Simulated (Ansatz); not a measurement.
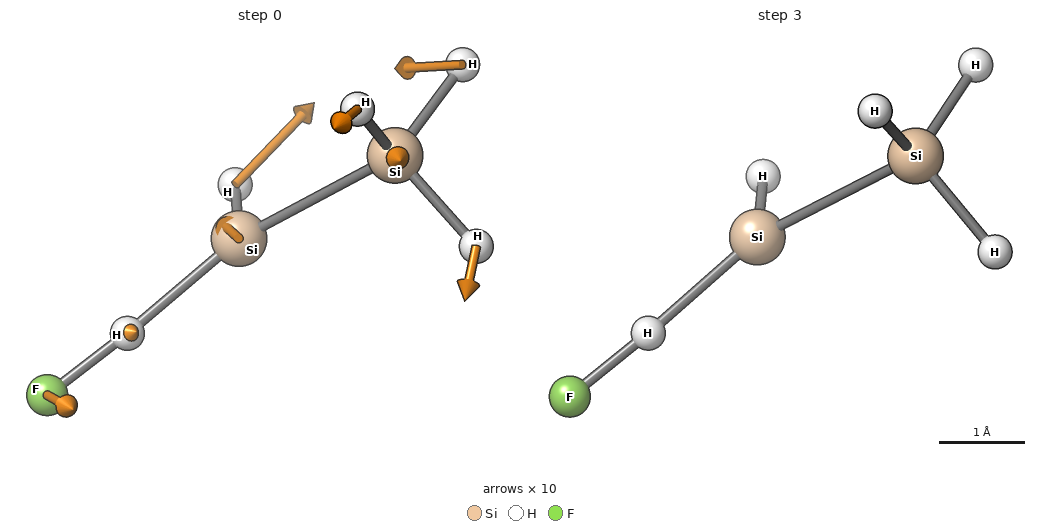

The structure of Si2H5F before (left) and after (right) a constrained relaxation, at one scale. The orange arrows give the displacements, magnified 10 times.

Style: ball-and-stick. Shown from a free direction.

The reaction that was planned forms Si1–H3, Si1–F4 and breaks H3–F4 (atoms numbered from 1 in input order).

All numbers below come from RKS PBE0-D4/def2-SVP (Ansatz). (held fixed: the distance between atoms 1 (Si) and 3 (H), the distance between atoms 1 (Si) and 4 (F), the distance between atoms 3 (H) and 4 (F), counting from 1; force threshold 0.04 eV/Å; at most 150 steps)

> Describe what moved and what it gained.

After 3 geometry steps the energy has fallen by 0.101 eV. The largest force component goes from 0.54 to 0.034 eV/Å. The largest move after the best rigid fit is that of an H atom, 0.15 Å. By element the largest moves are H 0.15 Å, F 0.09 Å, Si 0.09 Å. Near-neighbour distances that change, for instance: Si–Si 2.314 → 2.381 Å, H–Si 1.489 → 1.518 Å, H–Si 1.471 → 1.498 Å. Bond angles that change, for instance: Si–Si–H 124.5° → 115.5°, H–Si–H 109.9° → 118.6°, Si–Si–H 146.9° → 140.7°.
